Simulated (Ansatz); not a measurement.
```csv
atom,x (Å),y (Å),z (Å)
F,-1.8009,0.3741,-0.8437
Si,-2.1825,0.9961,0.8355
Si,-0.5052,2.6324,0.5251
Si,-0.4620,1.4303,-1.5096
Si,1.4076,2.6120,1.9253
H,-1.9289,-0.2031,1.6582
H,-3.6129,1.3409,0.7187
H,-1.1696,3.9375,0.2803
H,0.5927,0.4333,-1.7799
H,-1.0820,1.9803,-2.7309
H,1.8622,1.2040,2.0054
H,2.4150,3.4838,1.2799
H,0.9740,3.1300,3.2424
```

Geometry: B3LYP/6-31G*.

Method: isolated molecule in a Gaussian basis; Kohn-Sham density functional theory, functional PBE0 (Ansatz).

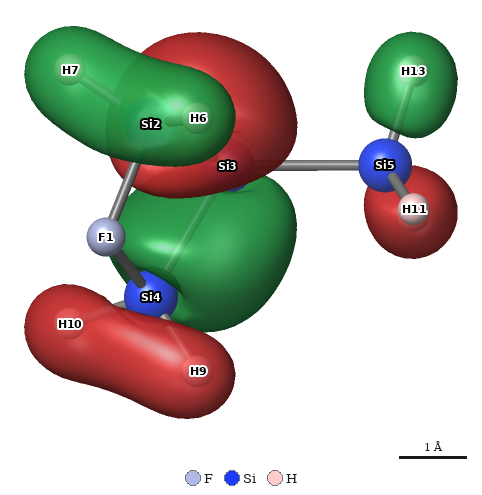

FH$_{8}$Si$_{4}$ (SMILES [SiH3][SiH]1[SiH2][F+][SiH2]1) (charge +1). The HOMO at ±0.08 Å⁻³ᐟ² (green and red are the two phases), seen at a tilt.

Question: Where does this orbital lie, and at what energy?

Answer: Its weight (Hirshfeld) is mainly on Si3 (about 30 %), Si2 (about 20 %) and Si4 (about 20 %). Its energy is −12.67 eV.
